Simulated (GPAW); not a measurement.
Consider ZnPPd5 (P4/mmm).

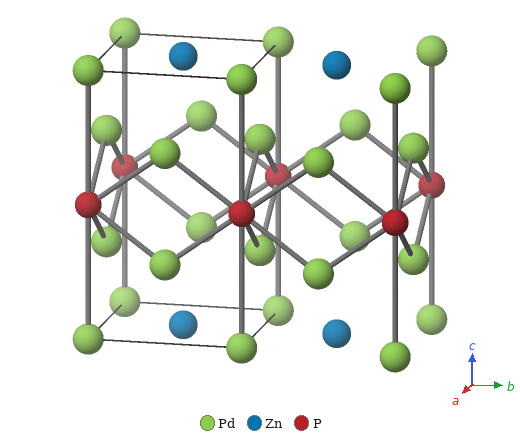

The structure (palladium green, zinc blue, phosphorus red). 1×2×1 cells are drawn. Some periodic images of atoms are drawn too.

```xyz
7
Lattice="3.8913 0.0000 0.0000 0.0000 3.8913 0.0000 0.0000 0.0000 6.8287" Properties=species:S:1:pos:R:3 pbc="T T T"
Pd    0.0000    0.0000    0.0000
Pd    1.9456    0.0000    4.8317
Pd    1.9456    0.0000    1.9970
Pd    0.0000    1.9456    4.8317
Pd    0.0000    1.9456    1.9970
Zn    1.9456    1.9456    0.0000
P     0.0000    0.0000    3.4144
```

Absorber: atom 6, with 4 Pd at 2.75 Å and 8 Pd at 2.79 Å (cuboctahedral, site symmetry 4/mmm). Method: GPAW, LDA, excited-electron core hole (neutral cell), 14-atom cell with 5.5 Å between holes, 5×5×5 k points, dipole transitions, Gaussian full width 1.67 eV up to 4 eV, rising linearly to 3.5 eV at 25 eV.

**Question.** Where do the maxima of the Zn K edge fall?

Main maxima up to 30 eV above the zero (height): 2.0 eV (0.83) and 9.0 eV (1.88). A K edge sees empty p states on the absorber. The total-energy difference is 9671.12 eV. One term is added: -30.82 eV, since the hole is spin-paired here and a spin-polarised one costs that much less in the free atom (computed apart). The photon energy is then 9640.30 eV. The tabulated edge of the element is 9659 eV. The functional leaves an error in such absolute values: in the free atom LDA prices this hole 19.1 eV below PBE (computed apart), and PBE is itself good to a few eV.

The Zn K spectrum (energy from the lowest empty level; intensity scaled to a mean of 1 over the first 20 eV; polarised curves are means over the symmetry-equivalent atoms):

| E (eV) | isotropic | ε ⊥ c | ε ∥ c |
| --- | --- | --- | --- |
| -2.0 | 0.00 | 0.00 | 0.00 |
| -0.5 | 0.07 | 0.08 | 0.05 |
| 1.0 | 0.65 | 0.63 | 0.68 |
| 2.5 | 0.81 | 0.81 | 0.82 |
| 4.0 | 0.76 | 0.90 | 0.48 |
| 5.5 | 0.76 | 0.85 | 0.57 |
| 7.0 | 0.99 | 0.77 | 1.41 |
| 8.5 | 1.81 | 1.55 | 2.34 |
| 10.0 | 1.57 | 1.67 | 1.36 |
| 11.5 | 1.13 | 1.28 | 0.84 |
| 13.0 | 1.11 | 1.17 | 1.00 |
| 14.5 | 1.08 | 1.02 | 1.21 |
| 16.0 | 0.93 | 0.90 | 0.99 |
| 17.5 | 0.79 | 0.80 | 0.76 |
| 19.0 | 0.74 | 0.78 | 0.66 |
| 20.5 | 0.68 | 0.76 | 0.52 |
| 22.0 | 0.60 | 0.67 | 0.45 |
| 23.5 | 0.61 | 0.63 | 0.58 |
| 25.0 | 0.71 | 0.66 | 0.82 |
| 26.5 | 0.89 | 0.76 | 1.15 |
| 28.0 | 1.06 | 0.91 | 1.35 |
| 29.5 | 1.12 | 1.04 | 1.29 |
| 31.0 | 1.16 | 1.15 | 1.18 |

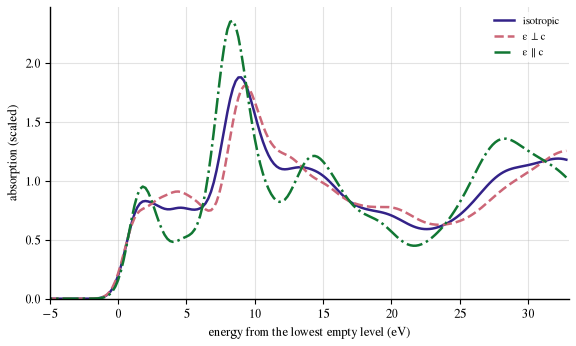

The Zn K edge.

The script folds with a Gaussian, whereas the core hole's own line is a Lorentzian, so the onset is too steep and the first peak too high. The holes are only 5.5 Å apart, so the shape is probably not converged with cell size; no larger cell was run here. The structure is a computed Materials Project entry and may be a hypothetical form.

[Banner, clock and machine lines of the logs are left out without a mark of their own.]

[Logs are printed without paths, hosts, clocks, repeated set-up lines and the standing remarks that a program may print on its own settings, such as how far it seeks lower states.]

[Hosts, paths, dates, database ids (printed as entryN), source tags and the programs' standing remarks are cut or masked in the printed files.]

[Lists of maxima count a maximum above −3 eV only where it reaches 4 % of the highest in the window and stands out from its surroundings by 2 % of it (1.5 % where it reaches 55 %); shoulders and weaker maxima are passed over, and of the rest the first, up to two pre-edge ones and the few strongest are named.]
